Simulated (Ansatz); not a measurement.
**SnSe2: response to strain**

Start from SnSe₂ in the CdI2 type structure (space group P-3m1, No. 164; a = 3.8402 Å, c = 6.0066 Å; layered, stacked along the Cartesian z axis).

Strains are applied to the cell and any free atomic positions relax.

Computed with Ansatz (an electronic-structure program) PBE-D3(BJ), scalar-relativistic without spin-orbit coupling.

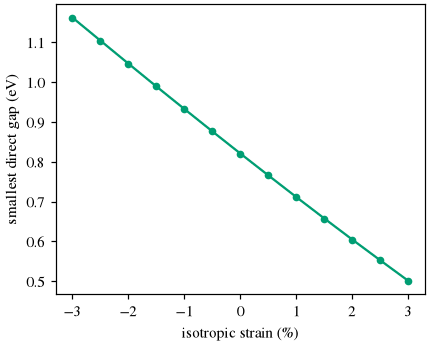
Fig. 1. Smallest direct gap against isotropic strain

| isotropic strain (%) | smallest direct gap |
|---|---|
| -3 | 1.16 eV |
| -2.5 | 1.10 eV |
| -2 | 1.05 eV |
| -1.5 | 0.99 eV |
| -1 | 0.93 eV |
| -0.5 | 0.88 eV |
| 0.5 | 0.77 eV |
| 1 | 0.71 eV |
| 1.5 | 0.66 eV |
| 2 | 0.60 eV |
| 2.5 | 0.55 eV |
| 3 | 0.50 eV |

No phonon test of stability was made.
